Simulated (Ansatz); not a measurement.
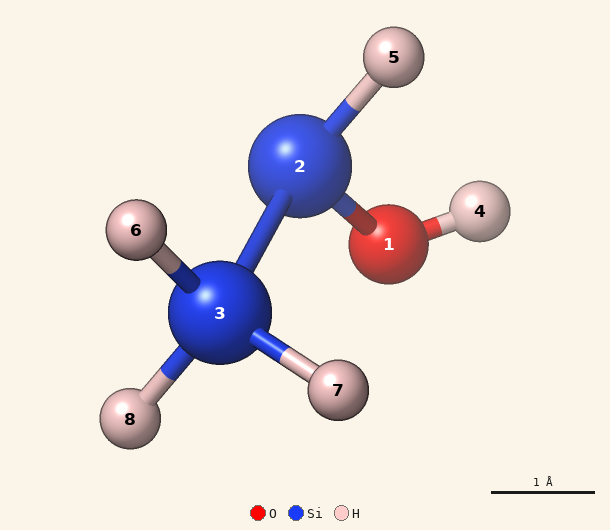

(Drawn from a calculation with Ansatz.)

Orthographic view. Atoms fade into the background with distance from the viewer. The species is neutral and a spin doublet. Geometry: moved along internal coordinates away from the minimum.

Give the geometry as a Z-matrix, atoms in numerical order, with these reference atoms: 2 to 1; 3 to 2, 1; 4 to 1, 2, 3; 5 to 2, 1, 4; 6 to 3, 2, 5; 7 to 3, 6, 2; 8 to 3, 6, 7.

```
O  
Si   1   1.657
Si   2   2.344   1   114.2
H    1   0.959   2   116.9   3  -123.7
H    2   1.490   1   104.7   4     0.5
H    3   1.488   2   108.0   5    63.6
H    3   1.604   6   108.9   2   125.0
H    3   1.489   6   108.7   7   117.4
```
